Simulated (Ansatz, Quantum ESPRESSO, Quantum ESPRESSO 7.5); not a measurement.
# F-SiC-F chair, 1 layer: response to a perpendicular field

Aim: how F-SiC-F chair, 1 layer screens a field along its normal, and what the field does to its bands.

Method: plane-wave DFT, RPBE, GBRV ultrasoft pseudopotentials made under PBE (geometry and cross-check by Ansatz 0.2.0 with PAW datasets; geometry under PBE), in Quantum ESPRESSO 7.5.

## Step 1: The structure

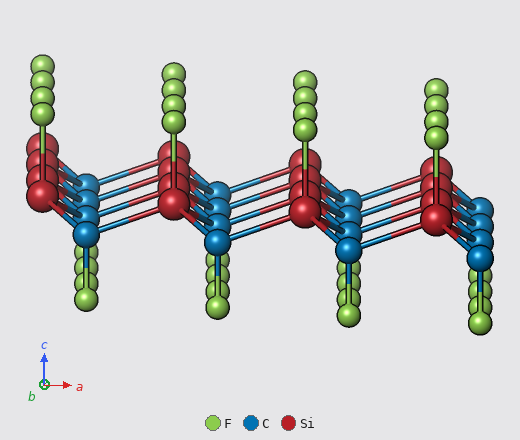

The cell as given, nearly edge on (fluorine green, carbon blue, silicon red). 4×4×1 cells are drawn.

The cell holds 4 atoms: 2 F, 1 C and 1 Si. Cell: a = 3.086 Å, b = 3.086 Å, c = 20.633 Å, α = 90.0°, β = 90.0°, γ = 120.0°. Vacuum lies along c.

This sheet is a model structure: its symmetry is held, and its stability is not tested here.

## Step 2: Relaxation with Ansatz

A relaxation in Ansatz fixes the structure of this slab for the runs on it.

The input, input.yaml:

```yaml
crystal:
  lattice:
    - [3.0855, 0.0, 0.0]
    - [-1.54275, 2.6721213834, 0.0]
    - [0.0, 0.0, 20.6333333333]
  atoms:
    - { symbol: F, position: [0.6666666667, 0.3333333333, 0.4119547658] }
    - { symbol: C, position: [0.6666666667, 0.3333333333, 0.4764135703] }
    - { symbol: Si, position: [0.3333333333, 0.6666666667, 0.5066235864] }
    - { symbol: F, position: [0.3333333333, 0.6666666667, 0.5880452342] }
kpoints:
  mp_grid: { grid: [12, 12, 1] }
hamiltonian:
  xc: pbe
scf:
  occupations: { method: fermi_dirac, width: 0.05 }
  convergence: { dr2_threshold: 1.0e-08 }
efield:
  axis: 3
  dipole_correction: true
  ramp_position: 0.97
  ramp_width: 0.04
relax:
  f_tol: 0.01
  cell: { fix: [c, alpha, beta] }
output:
  write_potential: true
  write_density: true
  volumetric_format: npy
```

Run with:

```console
$ ansatz run input.yaml --threads 4 --pin off --max-ram 8192MiB --backend cpu --events-out ev --progress --plain --runs-dir out
```

Numbers of over 12 decimals in the logs are rounded to 6 here.

Output:

```text
Warning: relax.cell: scf.convergence.dr2_threshold = 1e-8 eV is looser than the 4e-10 eV advised for a relaxation that steers and ends on the stress (1e-10 eV for each atom of the cell: 4). What an SCF threshold leaves in a stress goes as its square root, and in the free energy as the threshold itself, and one threshold admits the most on a small cell: [figures from the program's tests cut] Set scf.convergence.dr2_threshold to 4e-10 eV or tighter. The threshold is an SCF's pass mark: one that does not reach it within its budget of iterations ends unconverged, or closes short of it on a stop that the run arms, and scf.convergence.dr2_threshold's page says what that costs each kind of run
Engine: ansatz 0.2.0, aarch64-unknown-linux-gnu
Pseudopotentials: kind: paw
Pseudopotential: F, paw, valence charge 7, recommended cutoff 420 eV (normal), F.paw.azcp
Pseudopotential: C, paw, valence charge 4, recommended cutoff 420 eV (normal), C.paw.azcp
Pseudopotential: Si, paw, valence charge 4, recommended cutoff 420 eV (normal), Si.paw.azcp
Functional definition: PBE
  parameter kappa = 0.804
  parameter beta = 0.066725
  exchange = pbe_x(kappa = kappa, mu = beta*pi^2/3)
  correlation = pbe_c(beta = beta)
Crystal: 4 atoms, lattice volume = 170.118 Å³
Basis set: ecut = 420 eV, 3297 PW (Γ), exchange–correlation on 48×48×288 points (8 copies of the dense FFT grid, shifted against one another)
Bands: 15, of which v1, the nominal top of the filled ones, is band 11 counted from 1 (10 counted from 0)
Symmetry: 6 space group operations
Space group: P3m1 (ITA 156), of the structure as read, at distance tolerance 5.5e-5 Å
k-points: 19 of 144 (time reversal used)
Non-local potential: F, projectors of the file, l = 0: 2, l = 1: 2, l = 2: 1
Non-local potential: C, projectors of the file, l = 0: 2, l = 1: 2, l = 2: 1
Non-local potential: Si, projectors of the file, l = 0: 2, l = 1: 2, l = 2: 2
PAW form: soft (Blöchl's): semilocal exchange-correlation on the pseudo side does not see the compensation charge
PAW one-centre angular grid: F, 110 points (default); XC on 64 Gauss nodes
PAW one-centre angular grid: C, 110 points (default); XC on 64 Gauss nodes
PAW one-centre angular grid: Si, 110 points (default); XC on 64 Gauss nodes
Initial density: superposition of atomic densities (neutral atoms: chi_scale 0, normalization atom), corrected by the library's trained network
Initial wavefunctions: pseudopotential atomic-orbital guess
Functional: x = pbe(κ = 0.804, μ = 0.219515), c = pbe(β = 0.066725)
SCF iter   1: F=—  HF=-2502.924926 eV  |F-HF|=—  |Δ(HF+E_count)|=         —  Δρ=5.41e-3  dr2=1.47e-1  ethr=1.77e-3  p=-0.123 e·Å  D=-1.30e-1 V/Å  ΔV_dip=2.69 eV  dr2_dipole=2.35e-2  V_vac-E_F(+/−)=7.22/4.53 eV  ⟨swp⟩=8.1  Hψ=2097  notcnv=0
efield: sawtooth ramp at fractional position 0.9700 (set: `efield.ramp_position`, or a place that a band, a saddle search or an elastic batch's reference lends), width 0.0400; the density the first Hamiltonian is built on has a dipole p = -0.123 e·Å; the dipole correction subtracts the counter field D = -1.30e-1 V/Å, which shifts the + side's vacuum level by +2.69 eV against the − side's; the planar-averaged density in the ramp window peaks in size at 6.8e-6 e/Å³
preconditioner: auto → none  [insulator: Δε(μ)=1.747 eV  Ē_g=13.958 eV  σ=0.050 eV  W_gap=1.00  n_scr=12 (ndim 8)  ℏωp=12.7 eV  f_vac=0.702  D(μ)=0.00/eV (n_scr^D=0)  ε∞_Penn≈1.8]
SCF iter   2: F=—  HF=-2502.934028 eV  |F-HF|=—  |Δ(HF+E_count)|=   9.10e-3  Δρ=8.95e-3  dr2=2.12e-1  ethr=6.69e-4  p=-0.018 e·Å  D=-1.87e-2 V/Å  ΔV_dip=0.39 eV  dr2_dipole=2.91e-2  V_vac-E_F(+/−)=6.28/5.90 eV  ⟨swp⟩=4.2  Hψ=783  notcnv=0
SCF iter   3: F=—  HF=-2502.885602 eV  |F-HF|=—  |Δ(HF+E_count)|=   4.84e-2  Δρ=2.09e-3  dr2=3.90e-3  ethr=6.69e-4  p=-0.067 e·Å  D=-7.09e-2 V/Å  ΔV_dip=1.46 eV  dr2_dipole=3.69e-5  V_vac-E_F(+/−)=6.90/5.43 eV  ⟨swp⟩=3.4  Hψ=610  notcnv=0
SCF iter   4: F=—  HF=-2502.885947 eV  |F-HF|=—  |Δ(HF+E_count)|=   3.45e-4  Δρ=8.89e-4  dr2=8.79e-4  ethr=1.77e-5  p=-0.065 e·Å  D=-6.88e-2 V/Å  ΔV_dip=1.42 eV  dr2_dipole=1.35e-5  V_vac-E_F(+/−)=6.96/5.54 eV  ⟨swp⟩=2.2  Hψ=590  notcnv=0
SCF iter   5: F=—  HF=-2502.886077 eV  |F-HF|=—  |Δ(HF+E_count)|=   1.30e-4  Δρ=2.14e-4  dr2=3.66e-5  ethr=4.00e-6  p=-0.065 e·Å  D=-6.90e-2 V/Å  ΔV_dip=1.42 eV  dr2_dipole=2.97e-7  V_vac-E_F(+/−)=7.03/5.61 eV  ⟨swp⟩=2.5  Hψ=495  notcnv=0
SCF iter   6: F=—  HF=-2502.886331 eV  |F-HF|=—  |Δ(HF+E_count)|=   2.54e-4  Δρ=4.60e-5  dr2=1.62e-6  ethr=1.66e-7  p=-0.065 e·Å  D=-6.91e-2 V/Å  ΔV_dip=1.43 eV  dr2_dipole=9.15e-9  V_vac-E_F(+/−)=7.04/5.61 eV  ⟨swp⟩=2.1  Hψ=508  notcnv=0
SCF iter   7: F=—  HF=-2502.886394 eV  |F-HF|=—  |Δ(HF+E_count)|=   6.22e-5  Δρ=1.38e-5  dr2=1.29e-7  ethr=7.35e-9  p=-0.065 e·Å  D=-6.91e-2 V/Å  ΔV_dip=1.43 eV  dr2_dipole=1.72e-9  V_vac-E_F(+/−)=7.04/5.61 eV  ⟨swp⟩=2.2  Hψ=525  notcnv=0
SCF iter   8: F=-2502.886394 eV  HF=-2502.886394 eV  |F-HF|=5.36e-9  |Δ(HF+E_count)|=   3.47e-7  Δρ=2.64e-6  dr2=9.30e-9  ethr=4.55e-11  p=-0.065 e·Å  D=-6.91e-2 V/Å  ΔV_dip=1.43 eV  dr2_dipole=1.43e-10  V_vac-E_F(+/−)=7.04/5.61 eV  ⟨swp⟩=8.5  Hψ=2236  notcnv=0
SCF 1 converged in 8 iterations: F = -2502.886394 eV  dr2 = 9.30e-9
  greatest PAW one-centre occupation: 0.933 electrons in one spin orbital (limit 2), on the F atom at site 0 (counted from 0), in its partial waves of l = 0
relax step   1: F+E_penalty+E_count = -2502.88639385 eV  Δ(F+E_penalty+E_count) = +0.000e0 eV  max|allowed force component| = 3.780e0 eV/Å  Δτ_max = 0.0000 Å  P = +1.796 GPa  Ω = 170.118 Å³  fix = [c, alpha, beta]  reactions: c +1.378 GPa  (8 SCF iters, accepted)
Crystal: 4 atoms, lattice volume = 175.068 Å³
Basis set: ecut = 420 eV, 3369 PW (Γ), exchange–correlation on 48×48×288 points (8 copies of the dense FFT grid, shifted against one another)
Initial density: handed on by an earlier stage of this run
Initial wavefunctions: those handed on with the density
iter 1 solved again at ethr=2.11e-4 eV; its pass at ethr=3.10e-3 eV (dr2=4.65e-2 eV) is discarded
SCF iter   1: F=—  HF=-2503.129161 eV  |F-HF|=—  |Δ(HF+E_count)|=         —  Δρ=5.97e-3  dr2=4.71e-2  ethr=2.11e-4  p=-0.067 e·Å  D=-6.91e-2 V/Å  ΔV_dip=1.43 eV  dr2_dipole=2.67e-3  V_vac-E_F(+/−)=7.00/5.57 eV  ⟨swp⟩=1.6  Hψ=2211  notcnv=0
[...]
relax step   6: F+E_penalty+E_count = -2503.19201006 eV  Δ(F+E_penalty+E_count) = -1.499e-5 eV  max|allowed force component| = 3.395e-4 eV/Å  Δτ_max = 0.0008 Å  P = -0.006 GPa  Ω = 178.396 Å³  energy of the carried Pulay correction = -9.025e-3 eV  fix = [c, alpha, beta]  reactions: c -0.019 GPa  (5 SCF iters, accepted)
[...]
relax step   7: F+E_penalty+E_count = -2503.20681967 eV  Δ(F+E_penalty+E_count) = -1.481e-2 eV  max|allowed force component| = 2.195e-3 eV/Å  Δτ_max = 0.0000 Å  P = +0.141 GPa  Ω = 178.396 Å³  fix = [c, alpha, beta]  reactions: c +0.005 GPa  stress off target by 2.09e-1 GPa on what of the cell is left free  SCF on the basis re-selected at this cell (its energy is not comparable with the rows above)  (6 SCF iters)
[...]
relax step   8: F+E_penalty+E_count = -2503.20657436 eV  Δ(F+E_penalty+E_count) = +2.453e-4 eV  max|allowed force component| = 1.318e-2 eV/Å  Δτ_max = 0.0009 Å  P = +0.060 GPa  Ω = 179.088 Å³  energy of the carried Pulay correction = -8.417e-4 eV  fix = [c, alpha, beta]  reactions: c +0.039 GPa  (7 SCF iters, accepted)
[...]
relax step   9: F+E_penalty+E_count = -2503.20626348 eV  Δ(F+E_penalty+E_count) = +3.109e-4 eV  max|allowed force component| = 6.885e-3 eV/Å  Δτ_max = 0.0005 Å  P = -0.000 GPa  Ω = 179.403 Å³  energy of the carried Pulay correction = -1.233e-3 eV  fix = [c, alpha, beta]  reactions: c -0.013 GPa  (6 SCF iters, accepted)
iter 1 solved again at ethr=5.15e-7 eV; its pass at ethr=3.10e-3 eV (dr2=1.13e-4 eV) is discarded
SCF iter   1: F=—  HF=-2503.207196 eV  |F-HF|=—  |Δ(HF+E_count)|=         —  Δρ=4.18e-5  dr2=3.64e-7  ethr=5.15e-7  p=-0.004 e·Å  D=-4.05e-3 V/Å  ΔV_dip=0.08 eV  dr2_dipole=9.38e-10  V_vac-E_F(+/−)=6.57/6.48 eV  ⟨swp⟩=3.1  Hψ=2950  notcnv=0
efield: sawtooth ramp at fractional position 0.9700 (set: `efield.ramp_position`, or a place that a band, a saddle search or an elastic batch's reference lends), width 0.0400; the density the first Hamiltonian is built on has a dipole p = -0.004 e·Å; the dipole correction subtracts the counter field D = -4.05e-3 V/Å, which shifts the + side's vacuum level by +0.08 eV against the − side's; the planar-averaged density in the ramp window peaks in size at 1.0e-5 e/Å³
preconditioner: auto → none  [insulator: Δε(μ)=1.951 eV  Ē_g=12.065 eV  σ=0.050 eV  W_gap=1.00  n_scr=12 (ndim 8)  ℏωp=11.8 eV  f_vac=0.708  D(μ)=0.00/eV (n_scr^D=0)  ε∞_Penn≈2.0]
SCF iter   2: F=—  HF=-2503.207539 eV  |F-HF|=—  |Δ(HF+E_count)|=   3.43e-4  Δρ=1.87e-5  dr2=1.15e-7  ethr=1.65e-9  p=-0.004 e·Å  D=-4.03e-3 V/Å  ΔV_dip=0.08 eV  dr2_dipole=3.84e-9  V_vac-E_F(+/−)=6.57/6.48 eV  ⟨swp⟩=3.5  Hψ=626  notcnv=0
SCF iter   3: F=—  HF=-2503.207570 eV  |F-HF|=—  |Δ(HF+E_count)|=   3.11e-5  Δρ=1.02e-5  dr2=9.81e-8  ethr=5.23e-10  p=-0.004 e·Å  D=-4.08e-3 V/Å  ΔV_dip=0.08 eV  dr2_dipole=1.06e-8  V_vac-E_F(+/−)=6.57/6.48 eV  ⟨swp⟩=2.1  Hψ=442  notcnv=0
SCF iter   4: F=—  HF=-2503.207580 eV  |F-HF|=—  |Δ(HF+E_count)|=   1.03e-5  Δρ=3.37e-6  dr2=1.47e-8  ethr=4.46e-10  p=-0.004 e·Å  D=-4.04e-3 V/Å  ΔV_dip=0.08 eV  dr2_dipole=1.96e-9  V_vac-E_F(+/−)=6.57/6.48 eV  ⟨swp⟩=2.0  Hψ=426  notcnv=0
SCF iter   5: F=-2503.207583 eV  HF=-2503.207583 eV  |F-HF|=4.10e-7  |Δ(HF+E_count)|=   2.18e-6  Δρ=9.53e-7  dr2=6.71e-10  ethr=4.55e-11  p=-0.004 e·Å  D=-4.05e-3 V/Å  ΔV_dip=0.08 eV  dr2_dipole=1.68e-13  V_vac-E_F(+/−)=6.57/6.48 eV  ⟨swp⟩=14.1  Hψ=2306  notcnv=0
SCF 10 converged in 5 iterations: F = -2503.207583 eV  dr2 = 6.71e-10
relax step  10: F+E_penalty+E_count = -2503.20758292 eV  Δ(F+E_penalty+E_count) = -1.319e-3 eV  max|allowed force component| = 6.603e-3 eV/Å  Δτ_max = 0.0000 Å  P = +0.005 GPa  Ω = 179.403 Å³  fix = [c, alpha, beta]  reactions: c -0.014 GPa  stress off target by 1.47e-2 GPa on what of the cell is left free  SCF on the basis re-selected at this cell (its energy is not comparable with the rows above)  (5 SCF iters)
basis re-selected at this cell: Δ(F+E_penalty+E_count) = -1.319e-3 eV, ΔP = +0.005 GPa vs the last step (what re-selecting the basis moved, of the pressure what is left beyond the Pulay correction that the steps carried, after the strain that the cell walked since its last selection, with what the two solves' SCF thresholds leave and, on support functions, any second-order correction that the steps lacked; it is no m [...]
WARN: The output density's exchange-correlation potential varies sharply where the density is thin. Do not read a vacuum level from v_tot or v_xc, or from such a field of the output density. On a cell that repeats whose density bears no net charge and no dipole along the vacuum's axis use v_es (v_loc + v_h of the components); under efield.dipole_correction with no amplitude use v_es + v_field, which holds any externa [...]
SCF converged after 5 iterations
Free energy (F): -2503.207583 eV
Harris-Foulkes:  -2503.207583 eV  (|F-HF|=4.10e-7)
Internal energy: -2503.207583 eV  (E = F + TS)
E sigma→0 (E₀):  -2503.207583 eV
Fermi energy:    -3.422654 eV
Dipole field:    D = -0.004050 V/Å  (p = -0.004015 e·Å, saw-weighted, corrected)
Work function:   Φ+ = 6.5665 eV   Φ− = 6.4829 eV
Levels:          The Fermi level and band energies are counted from a zero that moves with the ramp; work functions are not
--- Per-component energies (eV) ---
  E_band       = -290.272949
  E_kinetic    = 544.374398
  E_local      = -11148.049147  (includes V_loc(G=0)·N_el)
  E_nonlocal   = 198.004837
  E_hartree    = 5283.129300
  E_xc         = -262.471953
  E_vxc        = -310.371275  (∫ρ·V_xc dr)
  E_paw        = -1012.425954  (= ΣΔE_a)
  E_vpaw       = -140.506324  (= ΣTr[D̂ρ^β])
  E_aug_tail   = 0.004131  (compensation charges beyond the density's cutoff)
  E_efield     = 0.000008  (sawtooth field / dipole correction)
  E_vefield    = 0.011626  (∫n·V_field dr)
  E_ewald      = 3894.226796
  E_smearing   = -0.000000  (= −TS)
  E_closure    = 0.000000  (closes the sum)
  Σ components = -2503.207583   (vs F -2503.207583, Δ=0.00e0)
--- Forces (eV/Å), atoms counted from 1 ---
  atom   1  F      0.00000000     0.00000000     0.00115300
  atom   2  C     -0.00000000    -0.00000000     0.00407869
  atom   3  Si     0.00000000     0.00000000     0.00133319
  atom   4  F      0.00000000     0.00000000    -0.00661611
  max |Σ_I F_I| component: 5.12e-5 eV/Å
--- Stress (GPa, compression-positive) ---
        0.014739       0.000000       0.000000
        0.000000       0.014739       0.000000
        0.000000       0.000000      -0.014155
  P = ⅓ Tr σ = 0.0051 GPa (0.051 kbar)
--- Band table (eV; the first three rows and the last of 19) ---
  k-point 0: bands = [... 7 lower, -8.4426, -8.4426, -4.4239, -4.4239, -2.4727, 1.2473, 2.6917, 2.8960]
  k-point 1: bands = [... 7 lower, -8.4824, -8.4528, -4.8199, -4.5207, -2.2150, 1.4697, 2.6502, 2.8693]
  k-point 2: bands = [... 7 lower, -8.5886, -8.4844, -5.6275, -4.7537, -1.7006, 1.5814, 2.6414, 3.3627]
  k-point 18: bands = [... 7 lower, -9.2079, -8.5989, -7.2623, -6.8488, 1.8604, 2.7216, 3.1614, 4.6003]
--- Relaxed structure (8 steps of the walk, 8 accepted, 2 SCFs on fresh bases) ---
  F+E_penalty+E_count = -2503.20758292 eV   max|allowed force component| = 6.603e-3 eV/Å   (the final SCF, on the basis selected at the relaxed cell)
  cell:  # Å, volume = 179.4032 Å³
    - [3.168583, 0, 0]
    - [-1.584292, 2.744074, 0]
    - [0, 0, 20.6333333333]
  atoms:
    - { symbol: F, position: [0.666667, 0.333333, 0.410407] }
    - { symbol: C, position: [0.666667, 0.333333, 0.479935] }
    - { symbol: Si, position: [0.333333, 0.666667, 0.507506] }
    - { symbol: F, position: [0.333333, 0.666667, 0.585189] }
```

It took 11 s on 4 threads of Arm Neoverse V2, shared host; peak memory 0.43 GiB.

Relaxation path:

```
step  energy less that of the first step (eV)  largest force component (eV/Å)  pressure (GPa)  volume (Å³)
   1                                   0.0000                          3.7796            1.80       170.12
   2                                  -0.2271                          1.6762            0.47       175.07
   3                                  -0.2997                          0.4770            0.25       179.12
   4                                  -0.3050                          0.1637           -0.03       178.41
   5                                  -0.3056                          0.0264            0.00       178.39
   6                                  -0.3056                          0.0003           -0.01       178.40
  7*                                  -0.3204                          0.0022            0.14       178.40
   8                                  -0.3202                          0.0132            0.06       179.09
   9                                  -0.3199                          0.0069            0.00       179.40
 10*                                  -0.3212                          0.0066            0.01       179.40
```

Relaxation steps marked * repeat the geometry before them on a plane-wave basis chosen anew for their cell, so energy and pressure can jump there.

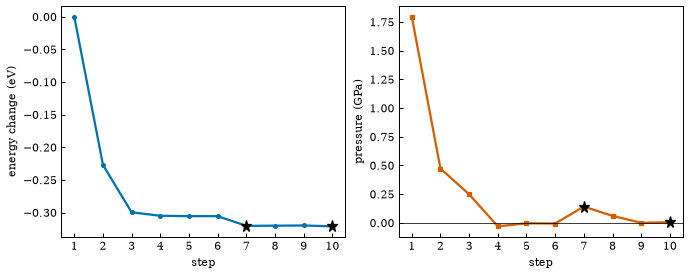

Energy and pressure along the relaxation. Stars mark steps on a basis chosen anew.

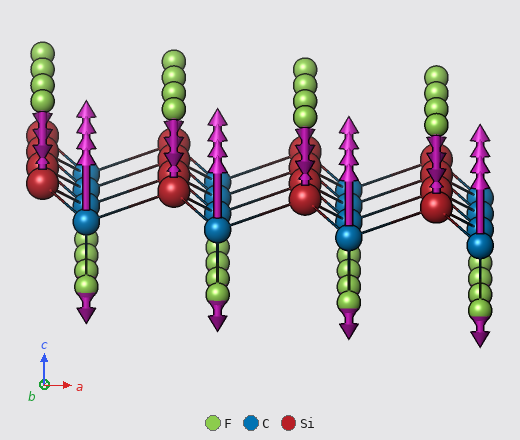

Displacements in the relaxation, exaggerated, measured against the changing cell; the longest in the cell stands for 0.07 Å. 4×4×1 cells are drawn.

```
cell as run  before  after  change
      a (Å)   3.086  3.169  +2.7 %
      b (Å)   3.086  3.169  +2.7 %
```

The atoms that moved most (Å, along periodic axes as changes of fractional coordinates times the final cell, across vacuum about the mean position):

```
atom     dx     dy      dz  length
  C2  0.000  0.000   0.073   0.073
  F4  0.000  0.000  -0.059   0.059
  F1  0.000  0.000  -0.032   0.032
 Si3  0.000  0.000   0.018   0.018
```

Final coordinates:

```cif
data_structure
_symmetry_space_group_name_H-M 'P 1'
_symmetry_Int_Tables_number 1
_cell_length_a 3.1686
_cell_length_b 3.1686
_cell_length_c 20.6333
_cell_angle_alpha 90.000
_cell_angle_beta 90.000
_cell_angle_gamma 120.000
_cell_volume 179.40
loop_
_atom_site_label
_atom_site_type_symbol
_atom_site_fract_x
_atom_site_fract_y
_atom_site_fract_z
_atom_site_occupancy
F1 F 0.66667 0.33333 0.41041 1
C2 C 0.66667 0.33333 0.47993 1
Si3 Si 0.33333 0.66667 0.50751 1
F4 F 0.33333 0.66667 0.58519 1
```

Read from the output:

- free energy: -2503.2076 eV
- Fermi energy: -3.423 eV
- gap by band count: 1.951 eV
- symmetry operations: 6
- dipole along the normal: -0.004015 e·Å
- vacuum level at the upper face over a Fermi level inside the gap: 6.566 eV
- vacuum level at the lower face over a Fermi level inside the gap: 6.483 eV

(Part 1 of 6 ends here.)

[Logs are printed without paths, hosts, clocks, repeated set-up lines and the standing remarks that a program may print on its own settings, such as how far it seeks lower states.]

[Hosts, paths, dates, database ids (printed as entryN), source tags and the programs' standing remarks are cut or masked in the printed files.]

[Maps of the electrostatic potential energy from Ansatz leave out the sawtooth potential of an applied field or a dipole correction, so their vacuum need not be flat; planar profiles and work functions include it.]
